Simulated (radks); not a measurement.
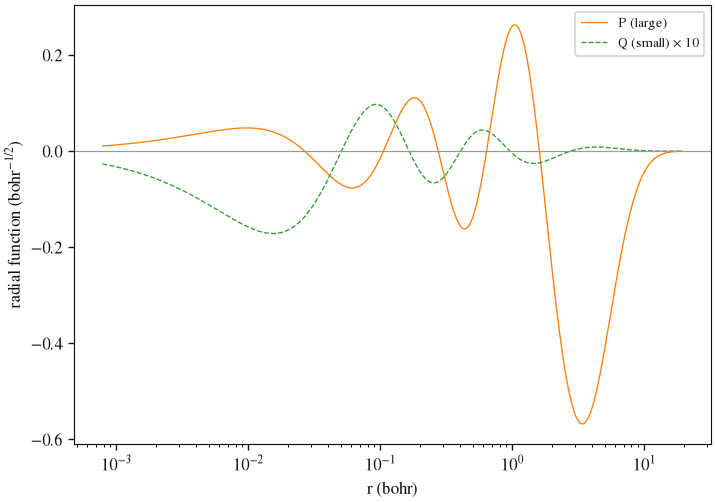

Figure 1. The large and small radial components of the 6s1/2 spinor. The spinor has κ = −1: the large component has l = 0 and 5 radial nodes (r = 0.0266, 0.105, 0.275, 0.638 and 1.60 bohr), the small one has l = 1. The small component carries 0.0029 % of the norm; ⟨r⟩ = 3.99 bohr and the eigenvalue is −4.13 eV.

# Gd: atomic calculation

Atomic gadolinium (Gd) in the configuration [Xe] 4f7 5d1 6s2 (open shells shared over both j by 2j + 1). The nucleus has an rms radius of 4.239 fm. Computed at this level: Dirac Kohn-Sham, PBE, spin-unpolarised, spherical densities, finite nucleus (the in-house radial solver radks).

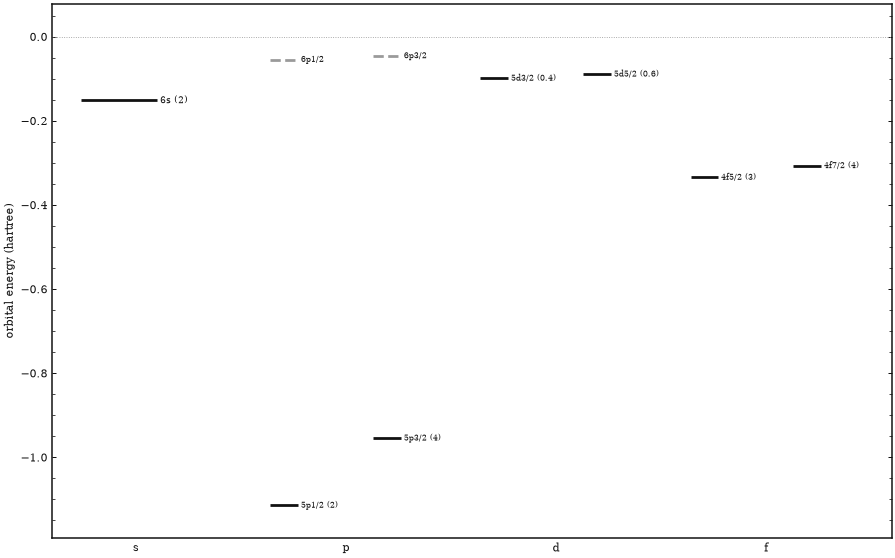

Figure 2. The outer levels are drawn (occupations in brackets, the lower j at the left of each column, empty levels dashed). The highest occupied level is 5d5/2 at −0.0892 hartree. The highest 5 occupied levels, from the top down, are 5d5/2 (−0.0892 hartree), 5d3/2 (−0.0991 hartree), 6s (−0.152 hartree), 4f7/2 (−0.307 hartree), 4f5/2 (−0.335 hartree). The lowest empty level drawn is 6p1/2 at −0.0553 hartree. Spin-orbit splittings: 6p 0.00877 hartree, 5d 0.00982 hartree, 4f 0.0278 hartree, 5p 0.160 hartree. The open 4f shell lies under a filled one.

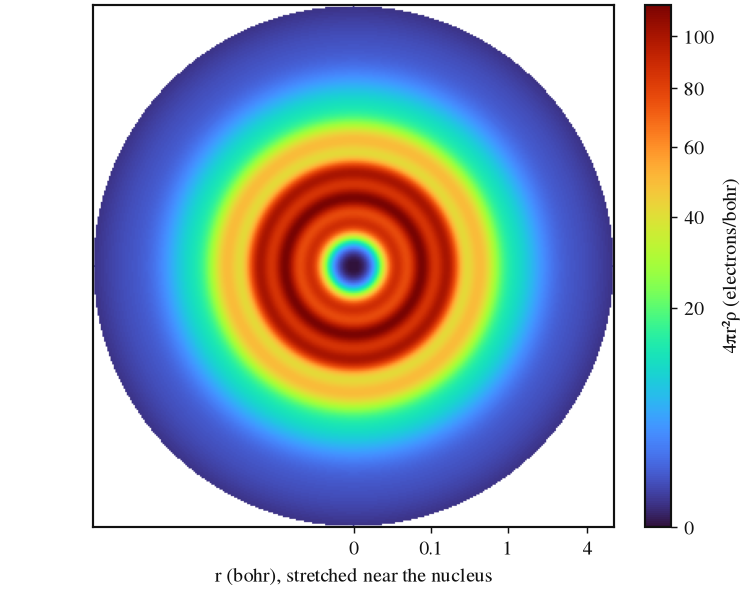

Figure 3. The radial density 4πr²ρ as a disc about the nucleus, with the radius drawn as r to the power 0.3. There are 4 maxima, at r = 0.0152, 0.0675, 0.188 and 0.515 bohr, parted by minima at 0.0294, 0.124 and 0.371 bohr, inside which lie 2.0, 11.2 and 29.3 electrons. The configuration has 6 principal shells, so not every shell has a maximum of its own.

Input and output of the run follow.

### Input
```
Z 64
configuration [Xe] 4f7 5d1 6s2 6p0 7s0
relativity Dirac
functional pbe,pbe
spin unpolarised
j_filling average
nucleus finite rms 4.239 fm
c 137.035999084
```

Energies in input and log are in hartree, lengths in bohr (the nuclear radius in fm).

The run was one of a batch that the task file lists, launched with:
```bash
python <driver script> task.json out
```

### Output
```
1s1/2   1   2.0000       -1839.12683967
2s1/2   1   2.0000        -303.51640282
2p1/2   1   2.0000        -288.20898670
2p3/2   1   4.0000        -262.63698533
3s1/2   1   2.0000         -67.28662190
3p1/2   1   2.0000         -60.65162987
3p3/2   1   4.0000         -55.40589990
3d3/2   1   4.0000         -43.94772010
3d5/2   1   6.0000         -42.80492211
4s1/2   1   2.0000         -13.55345442
4p1/2   1   2.0000         -10.96975048
4p3/2   1   4.0000          -9.80224032
4d3/2   1   4.0000          -5.54547383
4d5/2   1   6.0000          -5.33436344
4f5/2   1   3.0000          -0.33461880
4f7/2   1   4.0000          -0.30685516
5s1/2   1   2.0000          -1.82460128
5p1/2   1   2.0000          -1.11432580
5p3/2   1   4.0000          -0.95455307
5d3/2   1   0.4000          -0.09905972
5d5/2   1   0.6000          -0.08923692
6s1/2   1   2.0000          -0.15162366
6p1/2   1   0.0000          -0.05529690
6p3/2   1   0.0000          -0.04652411
7s1/2   1   0.0000          -0.00402478
Etot -11279.480981426967
Ekin 12299.155650508583
Encl -27707.88223182312
Eh 4379.028590054558
Exc -249.7829901669854
err 2.5797667796350452e-09
it 16
```

### Orbitals

```tsv
orbital	occupation	energy (eV)	⟨r⟩ (bohr)	outer maximum (bohr)
1s	2	−50045.2	0.02191	0.0139
2s	2	−8259.1	0.09275	0.0792
2p1/2	2	−7842.6	0.07746	0.0598
2p3/2	4	−7146.7	0.08430	0.0656
3s	2	−1831.0	0.2440	0.224
3p1/2	2	−1650.4	0.2336	0.212
3p3/2	4	−1507.7	0.2467	0.224
3d3/2	4	−1195.9	0.2187	0.178
3d5/2	6	−1164.8	0.2228	0.181
4s	2	−368.808	0.5528	0.516
4p1/2	2	−298.502	0.5647	0.520
4p3/2	4	−266.733	0.5942	0.546
4d3/2	4	−150.900	0.6300	0.554
4d5/2	6	−145.155	0.6404	0.563
5s	2	−49.650	1.333	1.20
5p1/2	2	−30.322	1.496	1.30
5p3/2	4	−25.975	1.592	1.38
4f5/2	3	−9.105	0.8594	0.564
4f7/2	4	−8.350	0.8724	0.569
6s	2	−4.126	3.992	3.39
5d3/2	0.4	−2.696	2.788	1.93
5d5/2	0.6	−2.428	2.895	1.98
6p1/2	0	−1.505	5.382	4.37
6p3/2	0	−1.266	5.755	4.65
```

### Results in brief

- outcome: converged
- total energy: −11279.4810 hartree
- kinetic energy: 12299.1557 hartree
- electron–nucleus energy: −27707.8822 hartree
- Hartree energy: 4379.0286 hartree
- exchange–correlation energy: −249.782990 hartree
- radius at density 0.001 e/bohr³: 5.24 bohr
- SCF iterations: 16
- hardware: 1 thread of Arm Neoverse V2, 23 GiB of memory available, shared host

### Remarks

The nucleus was changed on purpose (rms radius × 0.822), so it needn't be that of the element.
